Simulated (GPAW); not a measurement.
Property calculation of SnO

SnO (tin(ii) oxide), computed with LDA (PW92)/real-space grid, scalar-relativistic datasets (GPAW 26.7.0).

The geometry comes from this level: GFN2-xTB.

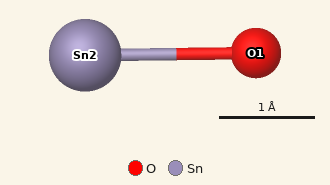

*The input geometry (ball-and-stick view, seen at a tilt; atoms are numbered from 1 in the order of the input). Sticks mark near contacts.*

Bond lengths as drawn: O–Sn 1.80 Å.

### Results in brief

- outcome: converged
- energy relative to the program's reference atoms: −10.0907 eV
- largest force: 0.391 eV/Å
- HOMO: −6.66 eV
- LUMO: −3.16 eV
- dipole moment: 4.03 D
- hardware: 1 thread of Intel Xeon @ 2.50GHz (Skylake/Cascade Lake), 189 GiB of memory available, shared host
- wall time: 23 s
- peak memory: 0.31 GiB

### The input (run.py)
```python
import numpy as np
from ase.io import read
from ase.units import Debye
from gpaw import GPAW

mol = read("molecule.xyz")
mol.center(vacuum=4.5)

calc = GPAW(mode="fd", maxiter=100, xc="LDA", h=0.2, txt="-")
mol.calc = calc

energy = mol.get_potential_energy()
print(f"Energy                  {energy:.5f} eV")
forces = mol.get_forces()
print("Forces (eV/Ang)")
for symbol, f in zip(mol.symbols, forces):
    print(f'{symbol:2} {f[0]:9.4f} {f[1]:9.4f} {f[2]:9.4f}')
dipole = mol.get_dipole_moment() / Debye
print(f"Dipole                  {np.linalg.norm(dipole):.3f} D")
homo, lumo = calc.get_homo_lumo()
print(f"HOMO                    {homo:.3f} eV")
print(f"LUMO                    {lumo:.3f} eV")
print(f"Gap: {lumo - homo:.3f} eV")
```

### File molecule.xyz
```
2

O      0.000000     0.000000     0.000000
Sn     0.000000     0.000000     1.803580
```

Launch command:
```bash
python run.py
```

### The program's output
```
__  _  _
 | _ |_)|_||  |
 |__||  | ||/\| - 26.7.0

units:  Angstrom and eV
cores:  1
OpenMP: False

Versions:
  Python: 3.12.14
  ASE:    3.29.0
  Numpy:  2.5.5
  Scipy:  1.18.1
  Libxc:  7.0.0

Input parameters:
  mode=FD(),
  h=0.2,
  maxiter=100,
  xc=XC(name='LDA')

Diagonalizing LCAO Hamiltonian
Converting LCAO to fd mode
       .---------------------.
      /|                     |
     / |                     |
    /  |                     |
   /   |                     |
  /    |                     |
 *     |                     |
 |     |                     |
 |     |       Sn            |
 |     |                     |
 |     |                     |
 |     |       O             |
 |     |                     |
 |     .---------------------.
 |    /                     /
 |   /                     /
 |  /                     /
 | /                     /
 |/                     /
 *---------------------*

Atoms  # Å, Bohr magnetons
|   | symbol |        x |        y |        z |    initial magnetic moments |
|---|--------|----------|----------|----------|-----------------------------|
| 0 |      O | 4.500000 | 4.500000 | 4.500000 | ( 0.0000,  0.0000,  0.0000) |
| 1 |     Sn | 4.500000 | 4.500000 | 6.303580 | ( 0.0000,  0.0000,  0.0000) |

Unit cell  # Å
| periodic |        x |        y |         z |   lengths |    angles |
|----------|----------|----------|-----------|-----------|-----------|
|       no | 9.000000 | 0.000000 |  0.000000 |  9.000000 | 90.000000 |
|       no | 0.000000 | 9.000000 |  0.000000 |  9.000000 | 90.000000 |
|       no | 0.000000 | 0.000000 | 10.803580 | 10.803580 | 90.000000 |

Number of symmetries: 8
Symmetry operations  # r_c * U_cc + t_c -> r_c
|   | kind |            matrix            |
|---|------|------------------------------|
| 0 |  E   |  1, 0, 0,  0, 1, 0,  0, 0, 1 |
| 1 |  σ   |  1, 0, 0,  0,-1, 0,  0, 0, 1 |
| 2 |  σ   |  0, 1, 0,  1, 0, 0,  0, 0, 1 |
| 3 |  C4  |  0, 1, 0, -1, 0, 0,  0, 0, 1 |
| 4 |  C4  |  0,-1, 0,  1, 0, 0,  0, 0, 1 |
| 5 |  σ   |  0,-1, 0, -1, 0, 0,  0, 0, 1 |
| 6 |  σ   | -1, 0, 0,  0, 1, 0,  0, 0, 1 |
| 7 |  C2  | -1, 0, 0,  0,-1, 0,  0, 0, 1 |

BZ-sampling:
  Number of BZ points: 1
  Number of IBZ points: 1

  Monkhorst-Pack size: [1, 1, 1]
  Monkhorst-Pack shift: [0, 0, 0]

K-points  # in reciprocal-cell coordinates
|   |                                coordinates |     weight |
|---|--------------------------------------------|------------|
| 0 | (  0.00000000,   0.00000000,   0.00000000) | 1.00000000 |

Uniform wave function grid shape: (np.int64(43), np.int64(43), np.int64(55))
Spin-components: 1 (collinear spins)
Bands:           13
Projectors:      11
Spin-degeneracy: 2
Datatype:        float64

  Storage: CPU
  Wave functions: 10_576_280 bytes (10_576_280 per core)

Parallelization:
  kpt:    1
  domain: 1
  band:   1

Density:
  Valence electrons: 20.0
  Components: 1
  Grid points: [44 44 56]
  Charge: 0.0  # |e|

Potential:
  Grid points: [44 44 56]

species:
  O:
    name:    Oxygen
    Z:       8.0
    valence: 6
    core:    2
    charge:  0.0  # [|e|]
    file:    O.LDA.gz
    compensation charges:
      type: gauss
      rc: 0.21  # [Å]
      lmax: 2
    cutoffs:
      filter: 1.17  # [Å]
      core: 0.83  # [Å]
    projectors
    | kind |    occ | energy [eV] | rcut [Å] |
    |------|--------|-------------|----------|
    |   2s |  2.000 |     -23.752 |    0.688 |
    |   2p |  4.000 |      -9.195 |    0.598 |
    |    s |        |       3.459 |    0.688 |
    |    p |        |      18.016 |    0.598 |
    |    d |        |       0.000 |    0.619 |

    Using partial waves for O as LCAO basis

  Sn:
    name:    Tin
    Z:       50.0
    valence: 14
    core:    36
    charge:  0.0  # [|e|]
    file:    Sn.LDA.gz
    compensation charges:
      type: gauss
      rc: 0.38  # [Å]
      lmax: 2
    cutoffs:
      filter: 2.23  # [Å]
      core: 2.35  # [Å]
    projectors
    | kind |    occ | energy [eV] | rcut [Å] |
    |------|--------|-------------|----------|
    |   5s |  2.000 |     -10.799 |    1.201 |
    |   5p |  2.000 |      -3.869 |    1.270 |
    |   4d | 10.000 |     -25.910 |    1.185 |
    |    s |        |      16.413 |    1.201 |
    |    p |        |      23.342 |    1.270 |
    |    d |        |       1.302 |    1.185 |

    Using partial waves for Sn as LCAO basis

Reference energy: -169893.494879  # eV

eigensolver:
  PPCG
  Converge bands: occupied
  niter=2

density mixing:
  MSR1-Mixer
  Pratt-step length: 0.05
  Maximum mixing coefficient: 0.75
  Old densities: 10
  SVD Regularization: 0.005
  Good broyden scale: 1.0
  Trust region scale: 1.0
  Backstep threshold: 4.0
  History deletion threshold: 6.0
  Fourier metric: weight=20.0, sigma=0.015

occupation numbers:
  # Zero width

FastPoissonSolver using
    Stencil: 6*3+1=19 point O(h^6) finite-difference Laplacian
    FFT axes: []
    FST axes: [np.int64(0), np.int64(1), np.int64(2)]

xc functional:
  name: None
interpolation: tri-quintic # 5. degree polynomial

Initialization done in: 2.258 s

convergence criteria:
- Maximum [total energy] change in last 3 cyles: 0.0005 eV / valence electron
- Maximum integral of absolute [dens]ity change: 0.0001 electrons / valence electron
- Maximum integral of absolute [eigenst]ate change: 4e-08 eV^2 / valence electron
maximum number of iterations: 100

SCF iterations
|iter     |     time |      energy | eigst |  dens |
|---------|----------|-------------|-------|-------|
|iter:   1| 00:00:03 |  -13.872714 | +0.51 |       |
|iter:   2| 00:00:04 |  -12.603160 | -0.31 | -0.87 |
|iter:   3| 00:00:05 |  -10.493460 | +0.10 | -0.92 |
|iter:   4| 00:00:06 |  -10.179109 | -0.01 | -1.24 |
|iter:   5| 00:00:07 |  -10.505598 | -0.52 | -1.47 |
|iter:   6| 00:00:08 |  -10.089981 | -0.44 | -1.16 |
|iter:   7| 00:00:10 |  -10.091904 | -1.60 | -2.35 |
|iter:   8| 00:00:11 |  -10.090842c| -2.78 | -2.47 |
|iter:   9| 00:00:12 |  -10.090751c| -3.87 | -2.98 |
|iter:  10| 00:00:14 |  -10.090748c| -4.60 | -3.38 |
|iter:  11| 00:00:15 |  -10.090738c| -4.75 | -3.51 |
|iter:  12| 00:00:17 |  -10.090738c| -5.60 | -4.44c|
|iter:  13| 00:00:18 |  -10.090738c| -6.15 | -4.68c|
|iter:  14| 00:00:19 |  -10.090738c| -6.68 | -5.15c|
|iter:  15| 00:00:20 |  -10.090738c| -7.09 | -5.71c|
|iter:  16| 00:00:22 |  -10.090738c| -7.56c| -5.76c|

Converged in 16 steps
SCF loop duration: 19.564 s (1.223 s/step)
Energy contributions relative to reference atoms: (reference = -169893.494879)

Energy contributions:
  Kinetic:          17.546432
  Coulomb:         -18.922418
  Zero:              0.493243
  External:          0.000000
  Xc:               -9.207995
  Entropy:           0.000000
  Spinorbit:         0.000000
  ----------------------------
  Free energy:     -10.090738
  Extrapolated:    -10.090738

dipole moment: (-0.000000, -0.000000, 0.838279)  # |e|*Ang

Fermi level: -4.912
Eigenvalues  # (at kpt = [0.000, 0.000, 0.000])
| band index |      eig [eV] | occ [0-2] |
|------------|---------------|-----------|
|          0 |       -26.523 |     2.000 |
|        ... |               |           |
|          2 |       -26.181 |     2.000 |
|          3 |       -25.885 |     2.000 |
|          4 |       -25.885 |     2.000 |
|          5 |       -21.012 |     2.000 |
|          6 |       -10.792 |     2.000 |
|          7 |        -7.005 |     2.000 |
|          8 |        -7.005 |     2.000 |
|          9 |        -6.663 |     2.000 |
|         10 |        -3.161 |     0.000 |
|         11 |        -3.161 |     0.000 |
|         12 |        -0.454 |     0.000 |

Gap: 3.503 eV
Transition (v -> c):
  (s=0, k=0, n=9, [0.00, 0.00, 0.00]) -> (s=0, k=0, n=10, [0.00, 0.00, 0.00])
No difference between direct/indirect transitions
vacuum-level: 0.000  # V
Energy                  -10.09074 eV

Forces  # eV/Ang
|        x |       y |        z |
|----------|---------|----------|
|  0.00000 | 0.00000 | -0.32555 |  # O    0
| -0.00000 | 0.00000 |  0.39126 |  # Sn   1

Force computation time: 0.147  # s
Forces (eV/Ang)
O     0.0000    0.0000   -0.3256
Sn   -0.0000    0.0000    0.3913
Dipole                  4.026 D
HOMO                    -6.663 eV
LUMO                    -3.161 eV
Gap: 3.503 eV
```

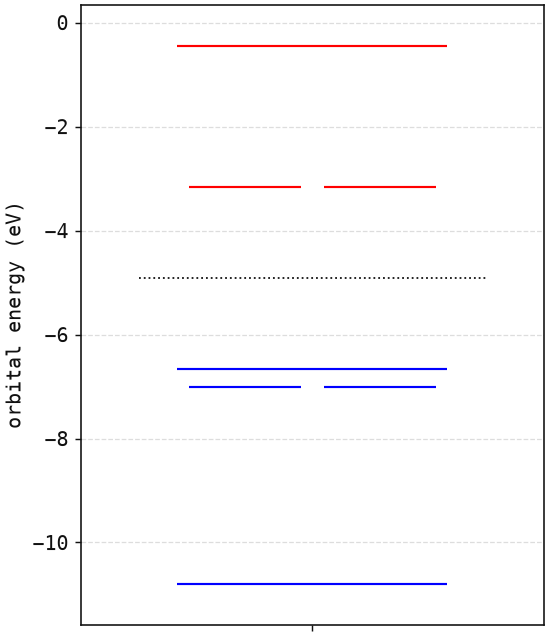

*Orbital energies near the frontier; the dotted line parts filled from empty levels, and levels within 0.02 eV of each other stand side by side.*

Highest filled −6.66 eV, lowest empty −3.16 eV, 3.50 eV apart.
